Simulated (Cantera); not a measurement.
A closed system holds: 1 mol Fe3O4, 0.95 mol C, 0.22 mol H2, equilibrated at 1723.15 K.

Equilibrium computed with Cantera from the NASA thermochemical tables; the gas is ideal and each condensed phase is pure. Candidate condensed phases: C, C6H6, C7H8, C8H18, Fe, Fe(CO)5, FeO, Fe(OH)2, Fe(OH)3, Fe2O3, Fe3O4, H2O; 114 gas species. Mutual solubility and eutectic melting of coexisting phases are not modelled. The tables' stoichiometric FeO is somewhat more stable than real wüstite, so its field is too wide. FeO: taken at fixed stoichiometry. Equilibrium is a limit: real reactors are often held back by kinetics, nucleation or transport.

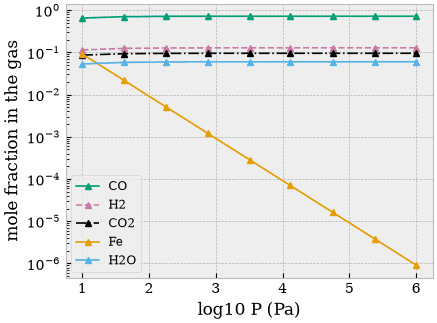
Equilibrium gas composition (values under 1e-9 drawn at 1e-9)

From 10.0 Pa to 10.0 bar the condensed part is Fe(δ) + FeO(l). The main Fe-bearing gas is Fe at 10.0 Pa and Fe(OH)2 at 10.0 bar.
